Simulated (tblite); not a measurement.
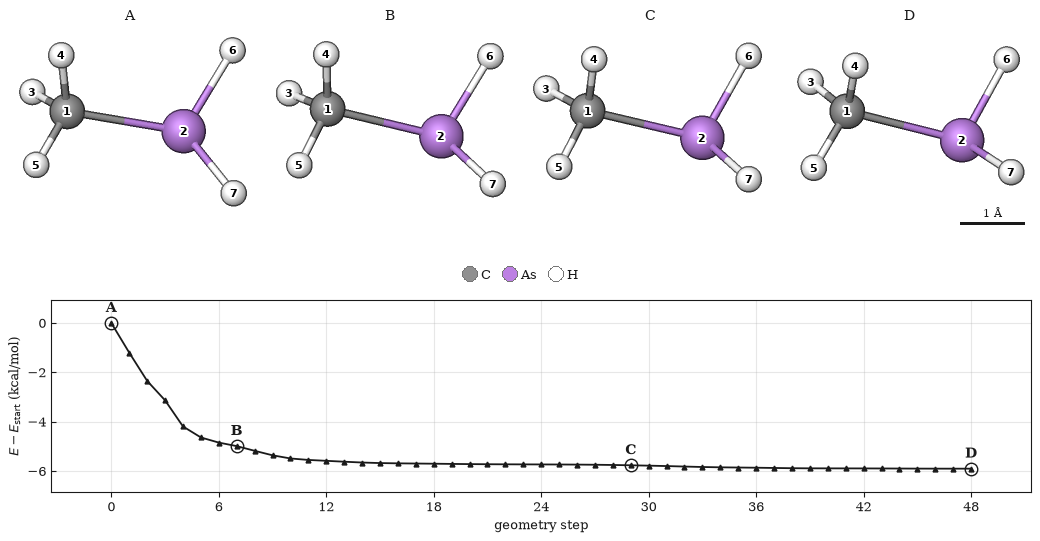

Frames of a relaxation of CH$_{5}$As (charge +1, multiplicity 2), marked on the history of the run. Style: ball-and-stick. Shown from a free direction.

These are results of tblite 0.8.0, GFN2-xTB geometry optimisation, gas phase, not measurements. 

> Describe the path.

Over 48 geometry steps the energy falls by 5.90 kcal/mol. The atom that moves furthest after the best rigid fit is H7 (0.38 Å). Largest moves by element: H 0.38 Å, As 0.17 Å, C 0.04 Å. Near-neighbour distances that change, for instance: As2–H7 1.547 → 1.492 Å, As2–H6 1.542 → 1.492 Å, C1–H3 1.116 → 1.092 Å, C1–As2 1.936 → 1.958 Å. Bond angles that change, for instance: H6–As2–H7 115.2° → 103.5°, C1–As2–H6 114.7° → 108.1°, C1–As2–H7 114.4° → 108.1°. From step 0 to 7: H6 moves most (0.16 Å), energy −4.98 kcal/mol. From step 7 to 29: H4 moves most (0.14 Å), energy −0.78 kcal/mol. From step 29 to 48: H atoms move most (0.15 Å), energy −0.14 kcal/mol.

```csv
step,"E − E(0), kcal/mol"
0,0.00
1,-1.20
2,-2.34
3,-3.13
4,-4.19
5,-4.63
6,-4.84
7,-4.98
8,-5.17
9,-5.36
10,-5.49
12,-5.58
14,-5.65
16,-5.68
18,-5.70
20,-5.71
22,-5.72
24,-5.73
26,-5.73
28,-5.75
30,-5.78
32,-5.81
34,-5.84
36,-5.86
38,-5.88
40,-5.89
42,-5.89
44,-5.89
46,-5.90
48,-5.90
```
